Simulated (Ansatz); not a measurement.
# Geometry relaxation of AlH₄O₃F (part 1 of 2)

- system: AlH₄O₃F
- method: RKS B3LYP/def2-SVP (Ansatz 0.2.0)

The input holds or restrains some coordinates. It belongs to a series of runs on one base structure; here: pulled along the bonds that form and break, towards end A.

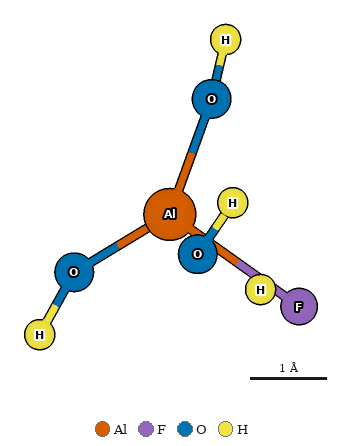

**Figure 1.** The starting structure (ball-and-stick view, seen at a tilt). Sticks mark near contacts.

### Summary

| quantity | value |
| --- | --- |
| outcome | converged under the restraints of the input |
| total energy | −15516.6576 eV |
| mean-field energy | −15516.6576 eV |
| largest force (length of the vector) at the end, held atoms and coordinates included | 1.679 eV/Å |
| hardware | 2 threads of Arm Neoverse V1, 24 GiB of memory available, shared host |
| wall time | 29 s (CPU time 54 s) |
| peak memory | 0.19 GiB |

### Input
```yaml
crystal:
  periodic: [false, false, false]
  atoms:
    - { symbol: Al, position_ang: [-0.4963, -0.0455, 0.1256] }
    - { symbol: F, position_ang: [0.5245, 1.6163, -0.6832] }
    - { symbol: O, position_ang: [-1.7721, -0.5205, -0.7847] }
    - { symbol: O, position_ang: [-0.3213, 0.0652, 1.7496] }
    - { symbol: H, position_ang: [1.1695, 0.6021, -0.7605] }
    - { symbol: O, position_ang: [1.4573, -0.6312, -0.6405] }
    - { symbol: H, position_ang: [-2.0649, -0.6426, -1.6752] }
    - { symbol: H, position_ang: [-0.6203, 0.2377, 2.6282] }
    - { symbol: H, position_ang: [2.1235, -0.6816, 0.0406] }
basis:
  gaussian: { orbitals: def2-SVP }
hamiltonian:
  xc: b3lyp
relax:
  f_tol: 0.15
  max_steps: 25
  restrain:
    - { distance: [0, 5], at: 3.17, k: 30.0 }
    - { distance: [4, 1], at: 2.18, k: 30.0 }
    - { distance: [0, 1], at: 1.78, k: 30.0 }
    - { distance: [4, 5], at: 0.97, k: 30.0 }
output:
  orbitals: {}
```

Launch command:
```bash
ansatz run input.yaml --threads 2 --pin off --max-ram 3072MiB --backend cpu --events-out ev --progress --plain --runs-dir out
```

### What the program printed
```
The last accepted step is kept in [file] (removed where the run ends without a failure and the disk answers)
Engine: ansatz 0.2.0, aarch64-unknown-linux-gnu
Functional definition: B3LYP
  parameter a0 = 0.2
  parameter ax = 0.72
  parameter ac = 0.81
  exchange = (1 - a0 - ax)*slater_x + ax*b88_x + a0*exact_x
  correlation = (1 - ac)*vwn_rpa_c + ac*lyp_c
946 factors; integrals over basis functions are off by at most 3.7e-4 eV
mean field evaluation 1: about -15501.8141 eV, gradient 9.1e1 eV
mean field evaluation 2: about -15477.9839 eV, gradient 1.4e2 eV
mean field evaluation 4: about -15515.7502 eV, gradient 7.4e0 eV
mean field evaluation 8: about -15515.8432 eV, gradient 1.2e-1 eV
mean field -15515.84319693 eV, -570.1967204711 hartree, gradient 2.4e-5 eV, S^2 0.000000; 0 other end points of the search recorded, 0 dependent functions left out
the calculation of the forces begins
reference -15515.84343007 eV, -570.1967290385 hartree; 25, 25 occupied and 69, 69 virtual orbitals, 946 factors
relax step   1: F+E_penalty+E_count = -15515.84319693 eV  Δ(F+E_penalty+E_count) = +0.000e0 eV  max|allowed force component| = 3.270e0 eV/Å  E_restraint = 32.03419890 eV  max|allowed force component, restraints' pulls added| = 3.417e1 eV/Å  Δτ_max = 0.0000 Å  (25 SCF iters, accepted)
  distance Al 0 - O 5 = 2.1786 Å
  distance H 4 - F 1 = 1.2044 Å
  distance Al 0 - F 1 = 2.1113 Å
  distance H 4 - O 5 = 1.2721 Å
these checks for a lower state are left out or cut short: starts, cluster_reference, orbital_swaps, neighbouring_geometries, increment
946 factors; integrals over basis functions are off by at most 7.3e-4 eV
mean field evaluation 16: about -15514.6599 eV, gradient 1.8e1 eV
mean field -15515.77689321 eV, -570.1942838542 hartree, gradient 7.6e-6 eV, S^2 0.000000; 0 other end points of the search recorded, 0 dependent functions left out
[... from here on the field's lines of each further geometry are left out, up to the last ...]
relax step   2: F+E_penalty+E_count = -15515.77689321 eV  Δ(F+E_penalty+E_count) = +6.630e-2 eV  max|allowed force component| = 3.191e0 eV/Å  E_restraint = 14.44305465 eV  max|allowed force component, restraints' pulls added| = 2.312e1 eV/Å  Δτ_max = 0.1949 Å  (32 SCF iters, accepted)
relax step   3: F+E_penalty+E_count = -15516.17741241 eV  Δ(F+E_penalty+E_count) = -4.005e-1 eV  max|allowed force component| = 2.789e0 eV/Å  E_restraint = 4.66816303 eV  max|allowed force component, restraints' pulls added| = 9.969e0 eV/Å  Δτ_max = 0.1947 Å  (33 SCF iters, accepted)
relax step   4: F+E_penalty+E_count = -15516.37660958 eV  Δ(F+E_penalty+E_count) = -1.992e-1 eV  max|allowed force component| = 1.794e0 eV/Å  E_restraint = 0.28754314 eV  max|allowed force component, restraints' pulls added| = 3.488e0 eV/Å  Δτ_max = 0.1942 Å  (28 SCF iters, accepted)
relax step   5: F+E_penalty+E_count = -15516.45439596 eV  Δ(F+E_penalty+E_count) = -7.779e-2 eV  max|allowed force component| = 1.631e0 eV/Å  E_restraint = 0.04883892 eV  max|allowed force component, restraints' pulls added| = 9.332e-1 eV/Å  Δτ_max = 0.1945 Å  (27 SCF iters, accepted)
relax step   6: F+E_penalty+E_count = -15516.50165942 eV  Δ(F+E_penalty+E_count) = -4.726e-2 eV  max|allowed force component| = 1.181e0 eV/Å  E_restraint = 0.03914131 eV  max|allowed force component, restraints' pulls added| = 4.457e-1 eV/Å  Δτ_max = 0.2000 Å  (27 SCF iters, accepted)
relax step   7: F+E_penalty+E_count = -15516.47994804 eV  Δ(F+E_penalty+E_count) = +2.171e-2 eV  max|allowed force component| = 1.543e0 eV/Å  E_restraint = 0.02905100 eV  max|allowed force component, restraints' pulls added| = 1.332e0 eV/Å  Δτ_max = 0.1950 Å  (27 SCF iters, rejected (line search))
relax step   8: F+E_penalty+E_count = -15516.53405526 eV  Δ(F+E_penalty+E_count) = -3.240e-2 eV  max|allowed force component| = 1.095e0 eV/Å  E_restraint = 0.03578521 eV  max|allowed force component, restraints' pulls added| = 2.127e-1 eV/Å  Δτ_max = 0.0975 Å  (27 SCF iters, accepted)
relax step   9: F+E_penalty+E_count = -15516.56410248 eV  Δ(F+E_penalty+E_count) = -3.005e-2 eV  max|allowed force component| = 1.155e0 eV/Å  E_restraint = 0.03477909 eV  max|allowed force component, restraints' pulls added| = 1.748e-1 eV/Å  Δτ_max = 0.1000 Å  (26 SCF iters, accepted)
relax step  10: F+E_penalty+E_count = -15516.60340587 eV  Δ(F+E_penalty+E_count) = -3.930e-2 eV  max|allowed force component| = 1.195e0 eV/Å  E_restraint = 0.03758322 eV  max|allowed force component, restraints' pulls added| = 4.917e-1 eV/Å  Δτ_max = 0.1500 Å  (28 SCF iters, accepted)
relax step  11: F+E_penalty+E_count = -15516.64038508 eV  Δ(F+E_penalty+E_count) = -3.698e-2 eV  max|allowed force component| = 1.316e0 eV/Å  E_restraint = 0.03780310 eV  max|allowed force component, restraints' pulls added| = 3.160e-1 eV/Å  Δτ_max = 0.2000 Å  (32 SCF iters, accepted)
relax step  12: F+E_penalty+E_count = -15516.65748504 eV  Δ(F+E_penalty+E_count) = -1.710e-2 eV  max|allowed force component| = 1.050e0 eV/Å  E_restraint = 0.03926757 eV  max|allowed force component, restraints' pulls added| = 1.790e-1 eV/Å  Δτ_max = 0.1095 Å  (27 SCF iters, accepted)
the calculation of the forces begins
reference -15516.65762388 eV, -570.2266501094 hartree; 25, 25 occupied and 69, 69 virtual orbitals, 946 factors
relax step  13: F+E_penalty+E_count = -15516.65737881 eV  Δ(F+E_penalty+E_count) = +1.062e-4 eV  max|allowed force component| = 1.184e0 eV/Å  E_restraint = 0.03800683 eV  max|allowed force component, restraints' pulls added| = 7.061e-3 eV/Å  Δτ_max = 0.0139 Å  (27 SCF iters, accepted)
```

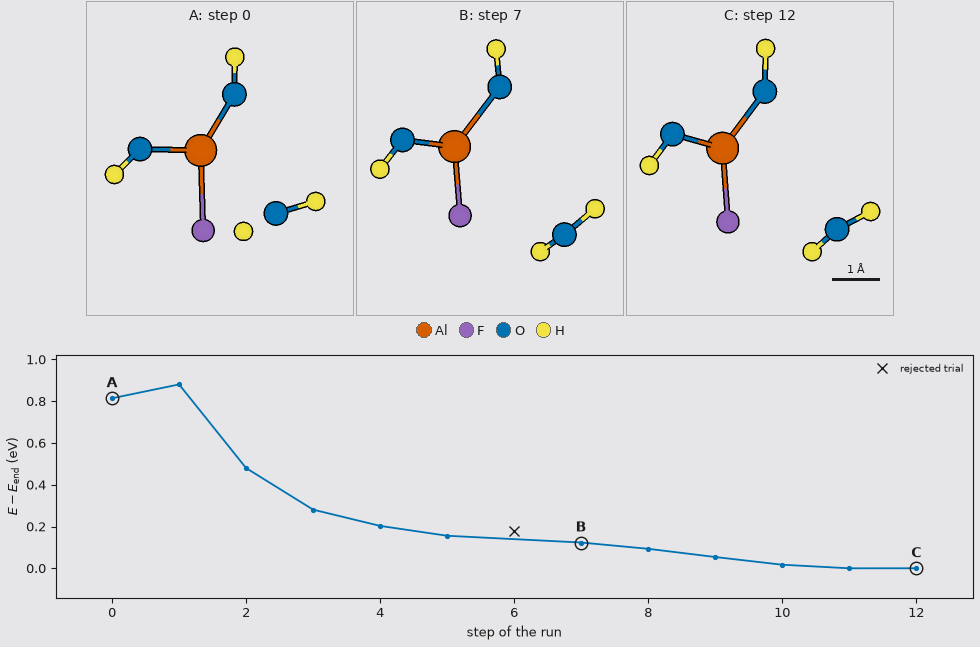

**Figure 2.** Frames of the restrained relaxation (ball-and-stick view, seen at a tilt) above the curves, on which the letters mark them (the first geometry is step 0 here and step 1 in the log).

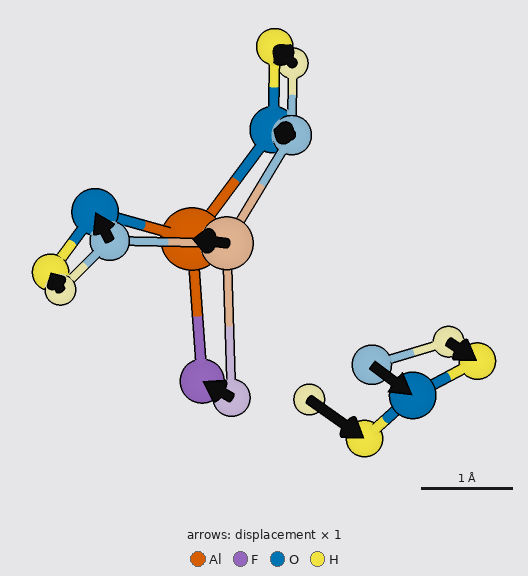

**Figure 3.** Start (faint) and end (solid) with the displacements as black arrows, at true length (ball-and-stick view, seen at a tilt). The two geometries are laid on each other by the best rigid fit. The energy falls by 0.814 eV in 12 geometry steps. Largest force component: 3.3 eV/Å at the start, 1.2 eV/Å at the end. The line search rejected the trial step at point 6 (counted from 0) and went back. The largest move after the best rigid fit is that of H5, 0.83 Å. By element the largest moves are H 0.83 Å, O 0.57 Å, Al 0.54 Å, F 0.40 Å. Among the contacts that change: Al1–F2 2.111 → 1.732 Å, H5–O6 1.272 → 0.971 Å, Al1–O3 1.638 → 1.690 Å, O4–H8 0.944 → 0.961 Å. New bonds form: H5–O6 (1.27 → 0.97 Å). Among the angles that change: Al1–O4–H8 154.4° → 124.0°, Al1–O3–H7 143.4° → 125.4°, F2–Al1–O4 106.0° → 115.4°. (Atoms are counted from 1 in the order of the input.)

```
  distance Al 0 - O 5 = 3.1551 Å
  distance H 4 - F 1 = 2.1784 Å
  distance Al 0 - F 1 = 1.7320 Å
  distance H 4 - O 5 = 0.9711 Å
946 factors; integrals over basis functions are off by at most 1.1e-3 eV
mean field -15516.65737881 eV, -570.2266411033 hartree, gradient 6.5e-6 eV, S^2 0.000000; 1 other end points of the search recorded, 0 dependent functions left out
the calculation of the forces begins
reference -15516.65762388 eV, -570.2266501094 hartree; 25, 25 occupied and 69, 69 virtual orbitals, 946 factors
Total energy: -15516.65762388 eV, -570.2266501094 hartree
Atom 0 at    -0.798207     0.399401     0.188374 Å, force     1.183920     0.769995    -0.907997 eV/Å
Atom 1 at     0.151336     1.516155    -0.734086 Å, force    -0.749499    -0.951757     0.753223 eV/Å
Atom 2 at    -2.059107    -0.467030    -0.529315 Å, force     0.005161     0.002213     0.000697 eV/Å
Atom 3 at    -0.477982     0.374449     1.847890 Å, force    -0.002326    -0.002940    -0.004576 eV/Å
Atom 4 at     1.856006     0.199235    -1.058273 Å, force    -0.045191     0.056281     0.001540 eV/Å
Atom 5 at     1.995178    -0.715811    -0.764431 Å, force    -0.390846     0.130593     0.145917 eV/Å
Atom 6 at    -2.240878    -0.508655    -1.472212 Å, force    -0.001451    -0.000226     0.004498 eV/Å
Atom 7 at    -0.941173    -0.186016     2.476364 Å, force     0.000480    -0.003335     0.006994 eV/Å
Atom 8 at     2.514727    -0.611829     0.045590 Å, force    -0.000247    -0.000823    -0.000295 eV/Å
Dipole moment:    -0.120536    -0.074889     0.122978 e Å
```

### Trajectory as extended XYZ (Å, eV, eV/Å), 13 frames, from step=1 to step=13
```
9
Properties=species:S:1:pos:R:3:forces:R:3 step=1 energy=-15515.84320
Al   -0.4963   -0.0455    0.1256    3.2701   1.0911  -1.3927
F     0.5245    1.6163   -0.6832   -0.8205  -2.1404   0.6648
O    -1.7721   -0.5205   -0.7847   -0.8007  -0.2840   0.0360
O    -0.3213    0.0652    1.7496    0.2381  -0.1178   0.5494
H     1.1695    0.6021   -0.7605    1.0689  -0.7355  -0.2567
O     1.4573   -0.6312   -0.6405   -3.0299   2.1951  -0.0907
H    -2.0649   -0.6426   -1.6752   -0.0870  -0.0526  -0.5343
H    -0.6203    0.2377    2.6282   -0.2609   0.0721   0.3734
H     2.1235   -0.6816    0.0406    0.4219  -0.0281   0.6510
9
Properties=species:S:1:pos:R:3:forces:R:3 step=2 energy=-15515.77689
Al   -0.6074    0.0960    0.1484    2.9189   2.4901  -1.8485
F     0.3873    1.6532   -0.6320   -1.3412  -2.7702   1.0840
O    -1.7985   -0.5252   -0.7853   -0.7815  -0.4490   0.1397
O    -0.3350    0.0793    1.7608    0.3475  -0.2893   0.2403
H     1.2734    0.4376   -0.7723    1.6079  -2.2545  -0.2854
O     1.6204   -0.6426   -0.7388   -2.8196   3.1907  -0.0921
H    -2.0671   -0.6433   -1.6838   -0.0808  -0.0286  -0.5659
H    -0.6182    0.2300    2.6437   -0.2991   0.0804   0.7225
H     2.1451   -0.6851    0.0593    0.4479   0.0302   0.6054
```
